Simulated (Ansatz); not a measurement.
## Ligand exchange: SnBr4 + HF → SnHBr3 + BrF

Species: SnBr4 (stannic bromide) `[Br][Sn]([Br])([Br])[Br]`, singlet; HF (hydrogen fluoride), singlet; SnHBr3 `[Br][SnH]([Br])[Br]`, singlet; BrF (bromine fluoride), singlet. The partners trade Br for H: Sn–Br and F–H bonds give way to Sn–H and F–Br.

Shapes, held fixed at every level: PBE0-D4/def2-TZVP. Programs: Ansatz 0.2.0. The zero-point and thermal change to 298 K, harmonic and unscaled (PBE0-D4/def2-TZVP), is -8.8 kJ/mol.

```csv
level,kind,ΔH(298 K) (kJ/mol),less CCSD(T)/def2-TZVPP
HF/def2-SVP,Hartree–Fock,+338.7,+10.4
PBE-D4/def2-TZVPP,GGA,+308.9,-19.4
r2SCAN-D4/def2-TZVPP,meta-GGA,+324.2,-4.1
B3LYP-D4/def2-TZVPP,global hybrid,+316.7,-11.6
BHLYP-D4/def2-TZVPP,global hybrid,+335.8,+7.5
PBE0-D4/def2-TZVPP,global hybrid,+327.6,-0.7
CCSD/def2-TZVPP,coupled cluster or CI,+329.4,+1.1
CCSD(T)/def2-TZVPP,coupled cluster or CI,+328.3,0.0
```

The highest level, CCSD(T)/def2-TZVPP, gives ΔH(298 K) = +328.3 kJ/mol; the levels span +308.9 to +338.7. The column of differences is taken from that level and isn't an error. No measured value is set beside it here. For atoms past krypton def2 sets carry core potentials with scalar relativity. Relativity is left out for Br unless named. Correlated rows may include outer-core shells of Br, Sn, which these sets cover unevenly.

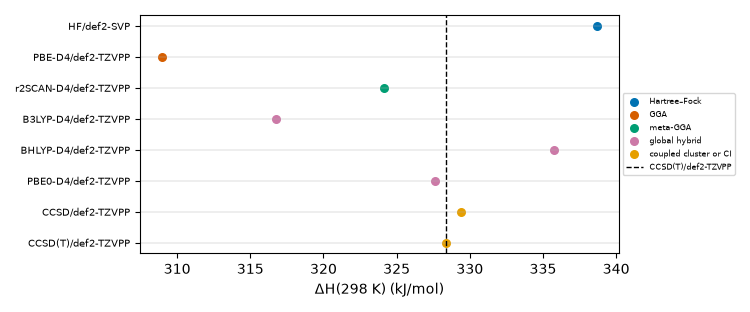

The values of the table, level by level.
